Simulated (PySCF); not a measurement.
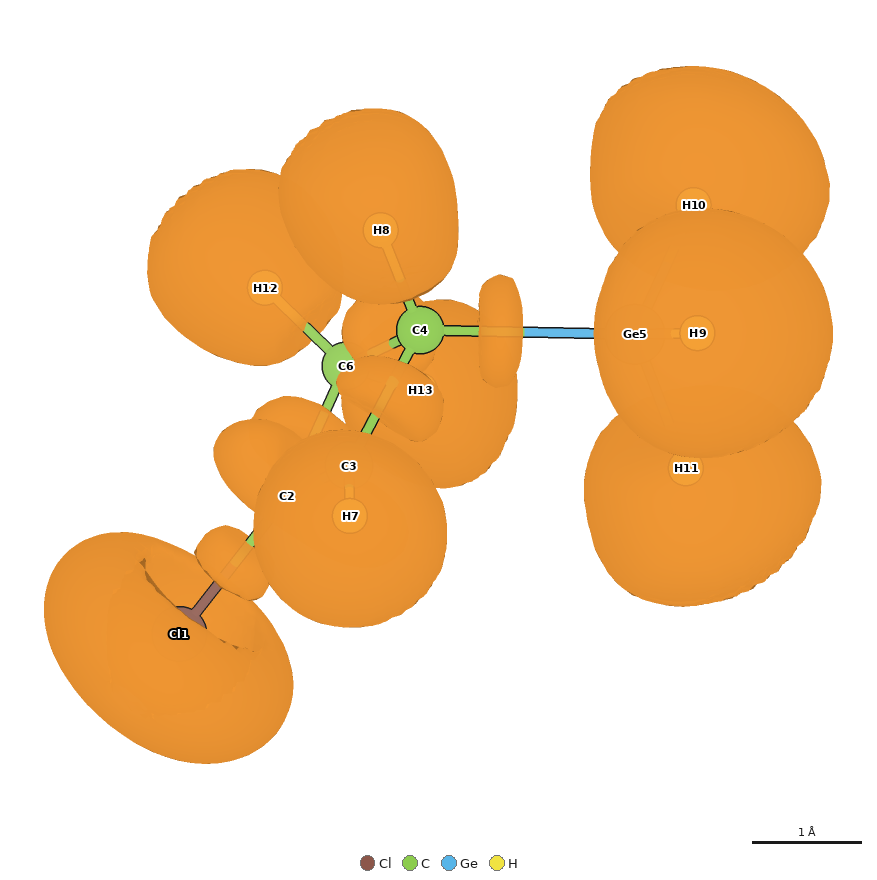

*C4H7ClGe. Isosurface of the electron localisation function at 0.8 (orange), seen at an oblique angle. Only the valence region is drawn (cores and ρ < 0.01 e/Å³ removed).*

Geometry: GFN2-xTB.

The calculation used PySCF 2.14.0, PBE0/def2-SVPD, SCF density, gas phase.

Input file:

```
{"job": {"kind": "uv", "xc": "PBE0", "basis": "def2-SVPD", "nstates": 8, "ntriplets": 3}, "charge": 0, "multiplicity": 1}
Cl    -2.405733     1.579247     1.794792
C     -1.391465     0.781463     0.672965
C     -0.696185     1.165779    -0.394598
C     -0.145041    -0.215743    -0.627914
Ge     1.811233    -0.392031    -0.411863
C     -0.975015    -0.655122     0.609038
H     -0.560473     2.095982    -0.913875
H     -0.479065    -0.669225    -1.562707
H      2.544393     0.332421    -1.493367
H      2.226133    -1.828864    -0.460139
H      2.230703     0.173806     0.902987
H     -1.774566    -1.364336     0.405728
H     -0.389306    -1.002891     1.461226
```

Run with:

```sh
OMP_NUM_THREADS=1 python probes_run.py task.json out
```

Identify the bonds, lone pairs and shells in this picture.

The ELF exceeds this value in four regions between bonded C–C atoms (shared pairs), one region between bonded C–Cl atoms (shared pairs), seven regions around hydrogen nuclei, one lobe of the valence shell of C pointing towards Ge (polar bonds) and one ring or bowl of non-bonding electrons around Cl. Along the contacts the grid gives the following. C–C (1.33 Å): the ELF peaks at about 0.90 between the atoms: a short, multiple covalent bond. C–Cl (1.71 Å): the ELF peaks at about 0.90 between the atoms; a covalent bond.
